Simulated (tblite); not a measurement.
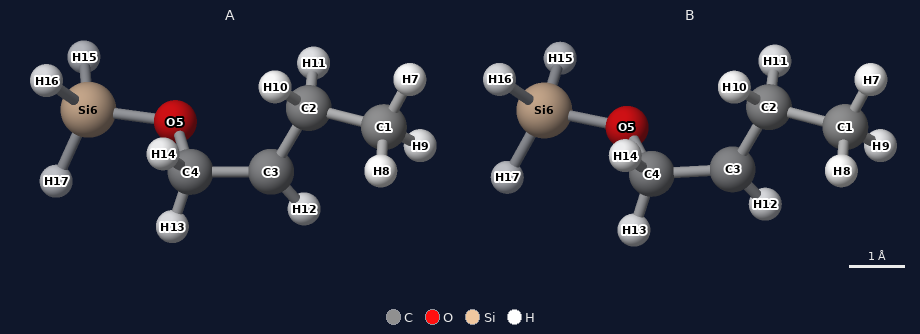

Two geometries of C$_{4}$H$_{11}$OSi (multiplicity 2), drawn at one scale. One is the start of a relaxation, the other its converged end. The picture is a ball-and-stick view, seen at a tilt.

These are results of tblite 0.8.0, GFN2-xTB geometry optimisation, gas phase, not measurements. 

> Which of the two is the end point?

Structure B is the relaxed one. The largest move after the best rigid fit is that of H15, 0.30 Å. Largest moves by element: H 0.30 Å, O 0.19 Å, Si 0.08 Å, C 0.06 Å. Near-neighbour distances that change, for instance: O5–Si6 1.657 → 1.615 Å, Si6–H16 1.497 → 1.468 Å, C1–C2 1.505 → 1.528 Å, Si6–H15 1.475 → 1.453 Å. Bond angles that change, for instance: C4–O5–Si6 117.8° → 129.4°, O5–Si6–H15 110.0° → 99.5°, H15–Si6–H16 109.5° → 113.4°. The energy falls by 3.80 kcal/mol in 48 geometry steps. Cost: 0.21 s on 1 thread of Arm Neoverse V2, with other jobs on the host.
